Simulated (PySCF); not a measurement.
# Run report: C₃H₇FSi, NMR shielding calculation

C₃H₇FSi, SMILES F[SiH2]C1CC1, computed with GIAO PBE0/pcSseg-1 NMR shielding, non-relativistic, gas phase (PySCF 2.14.0).

The geometry comes from this level: GFN2-xTB, MD frame at 425 fs, 600 K. It belongs to a series of runs on one base structure; here: MD frame at 425 fs, 600 K. Figures and captions count atoms from 1; the log counts them from 0 in places.

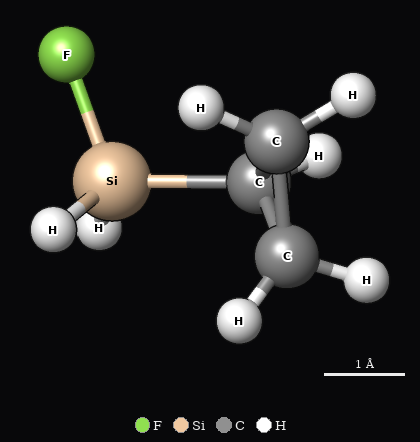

*The input geometry (ball-and-stick view, seen at a tilt).*

Key numbers:

```json
{"quantity": "outcome", "value": "converged"}
{"quantity": "total energy", "value": "−507.476615 hartree"}
{"quantity": "HOMO", "value": "−8.04 eV"}
{"quantity": "LUMO", "value": "0.29 eV"}
{"quantity": "dipole moment", "value": "2.29 D"}
{"quantity": "isotropic shielding, F", "value": "378.8 ppm"}
{"quantity": "isotropic shielding, Si", "value": "323.9 ppm"}
{"quantity": "isotropic shielding, C", "value": "178.6 to 183.4 ppm"}
{"quantity": "isotropic shielding, H", "value": "26.1 to 32.0 ppm"}
{"quantity": "hardware", "value": "1 CPU thread, shared host"}
{"quantity": "wall time", "value": "8.7 s"}
{"quantity": "peak memory", "value": "0.62 GiB"}
```

Input:
```
{"job": {"kind": "nmr", "xc": "PBE0", "basis": "pcSseg-1", "pop": false}, "charge": 0, "multiplicity": 1}
F     -2.721500     2.355800     0.540700
Si    -2.621300     0.718100     0.961500
C     -0.867000     0.012100     0.547100
C     -0.195800    -0.796100     1.591500
C      0.334100     0.607900     1.457100
H     -2.664200     0.668000     2.454500
H     -3.677100     0.066600     0.207700
H     -0.592400    -0.116300    -0.464300
H     -0.650300    -1.208700     2.465800
H      0.384600    -1.517900     1.078600
H     -0.039300     1.449300     2.076000
H      1.279400     0.725600     0.855500
```

The first line tells a small driver script what to run in PySCF; the rest is the geometry in Å.

Command:
```bash
OMP_NUM_THREADS=1 python <driver script> task.json out
```

The program's output:
```
coarse grid: 10312 points
cycle   1  E = -507.3756820046  dE =  3.056e-01  |g| = 5.897e-01  |ddm| = 2.965e+00
cycle   2  E = -507.2989024620  dE =  7.678e-02  |g| = 9.325e-01  |ddm| = 1.203e+00
cycle   3  E = -507.4403743039  dE = -1.415e-01  |g| = 6.352e-02  |ddm| = 7.633e-01
cycle   4  E = -507.4409837741  dE = -6.095e-04  |g| = 3.542e-02  |ddm| = 7.761e-02
cycle   5  E = -507.4412701616  dE = -2.864e-04  |g| = 4.812e-03  |ddm| = 3.137e-02
cycle   6  E = -507.4412740453  dE = -3.884e-06  |g| = 2.113e-03  |ddm| = 5.637e-03
final grid: 94760 points
cycle   7  E = -507.4766041372  dE = -2.156e-05  |g| = 6.504e-03  |ddm| = 1.853e-02
cycle   8  E = -507.4765957710  dE =  8.366e-06  |g| = 8.703e-03  |ddm| = 1.264e-02
cycle   9  E = -507.4766149690  dE = -1.920e-05  |g| = 6.857e-04  |ddm| = 7.385e-03
cycle  10  E = -507.4766150481  dE = -7.911e-08  |g| = 2.368e-04  |ddm| = 6.511e-04
cycle  11  E = -507.4766150586  dE = -1.052e-08  |g| = 4.285e-05  |ddm| = 2.046e-04
cycle  12  E = -507.4766150590  dE = -3.154e-10  |g| = 1.330e-05  |ddm| = 4.692e-05
```

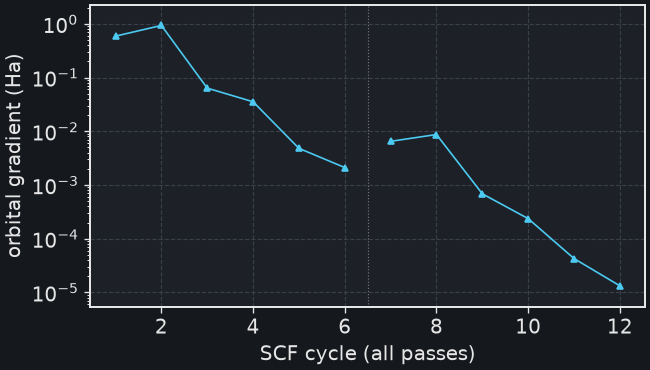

*Convergence of the self-consistent field: orbital gradient against the SCF cycle. The dotted line marks the change from a coarse to the final integration grid.*

The first 6 cycles use a coarse grid, the final grid takes over at cycle 7, and the field converges after 12 cycles in all.

```
converged SCF energy = -507.4766150590

GIAO shielding tensors (ppm)
atom      isotropic    diamagn.    paramagn.     s11        s22        s33       span
  0 F      378.840     469.304     -90.464    347.142    381.416    407.962     60.821
  1 Si     323.934     876.509    -552.575    262.900    335.133    373.767    110.867
  2 C      180.662     255.981     -75.320    135.379    178.689    227.916     92.537
  3 C      178.584     254.124     -75.540    157.418    181.752    196.582     39.164
  4 C      183.368     253.954     -70.586    152.040    167.781    230.284     78.245
  5 H       27.021      28.018      -0.997     23.203     26.429     31.432      8.229
  6 H       26.051      27.797      -1.745     22.019     24.835     31.300      9.281
  7 H       32.032      35.322      -3.290     25.134     28.353     42.608     17.474
  8 H       30.779      31.596      -0.818     25.686     27.297     39.353     13.667
  9 H       31.213      33.082      -1.870     24.740     27.083     41.815     17.075
 10 H       30.110      30.897      -0.787     23.584     27.977     38.770     15.186
 11 H       29.991      30.875      -0.884     23.562     25.694     40.718     17.156
```

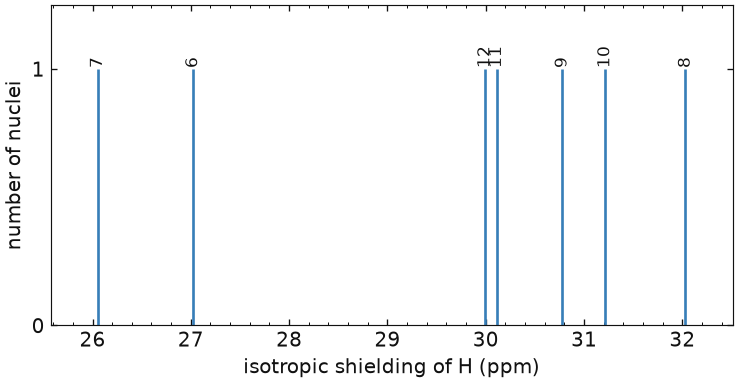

*Isotropic shieldings of the hydrogen nuclei in this fixed geometry, labelled by atom number; shielding grows to the right, so chemical shift grows to the left.*

The least shielded is H7 (26.1 ppm), the most shielded H8 (32.0 ppm).
